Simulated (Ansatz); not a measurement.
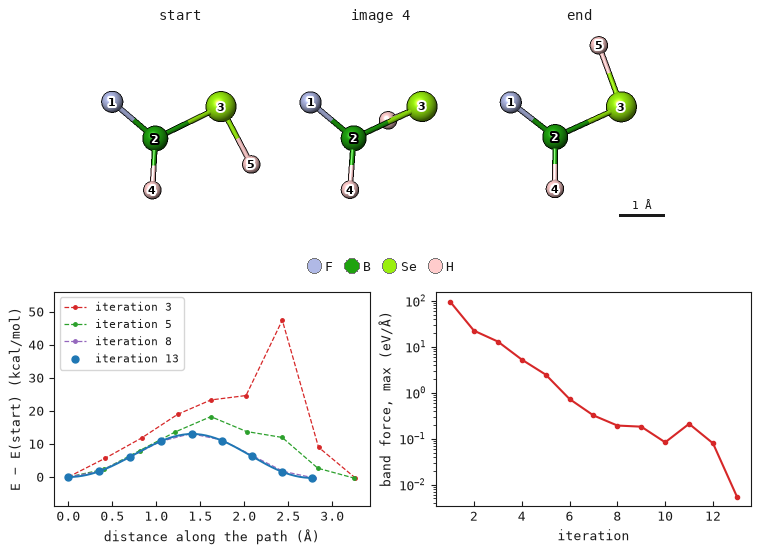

NEB run on BH2SeF. Images are numbered from 0 (start) to 8 (end). The plot follows the band through its iterations. Style: ball-and-stick. Shown at a tilt.

Level of theory: RKS PBE-D4/def2-SVP in Ansatz. Run with 7 movable images; climbing image; force threshold 0.03 eV/Å; iteration limit 60; starting path through a guess of the saddle point.

**Did the band converge, and can the barrier be trusted?**

The result is final at these settings. The band converged in 13 iterations. The largest component of the band force went from 97 to 0.0055 eV/Å. The climbing image converged on the top of the path. Its vibrational analysis gives one imaginary mode (454i cm⁻¹), as a transition state must have. The first iteration put the highest image at 439.5 kcal/mol. Forward barrier 13.0 kcal/mol, backward barrier 13.3 kcal/mol, with image 4 at the top; the reaction energy is −0.3 kcal/mol.

Cost: 63 s on 1 thread of Intel(R) Xeon(R) 6975P-C (Granite Rapids) (shared host), peak memory 0.13 GiB.
